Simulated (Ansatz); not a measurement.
Single-point calculation, with input and output: Hf₁₆O₃₁F (part 3 of 3)

The same run, continued: Hf₁₆O₃₁F (defect cell, 48 atoms in the cell); DFT PBE, scalar-relativistic, plane waves, PAW, spin-polarised (Ansatz 0.2.0); cutoff 420 eV, 2×2×2 k-mesh, Gaussian smearing of 0.05 eV, collinear spins. The structure derives from a Materials Project entry.

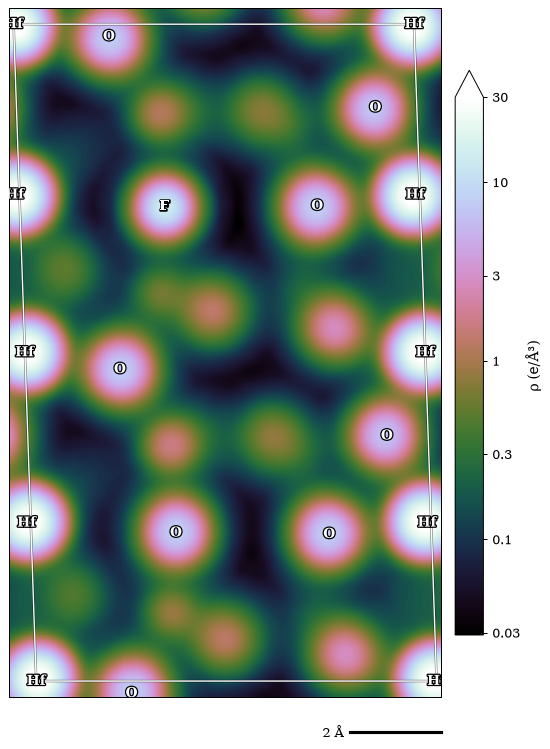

**Figure 1.** Valence pseudo-density on the (110) plane of the calculation cell. The section cuts through Hf, F and O sites. Hf–O (2.04 Å): ρ is about 0.88 e/Å³ halfway. Hf–O (2.12 Å): ρ at the midpoint is about 0.7 e/Å³. Hf–O (2.12 Å): the density is about 0.7 e/Å³ at the midpoint. Hf–O (2.17 Å): the density is about 0.61 e/Å³ at the midpoint. Away from the nuclei the density in this plane falls to 0.03 e/Å³ at its lowest.
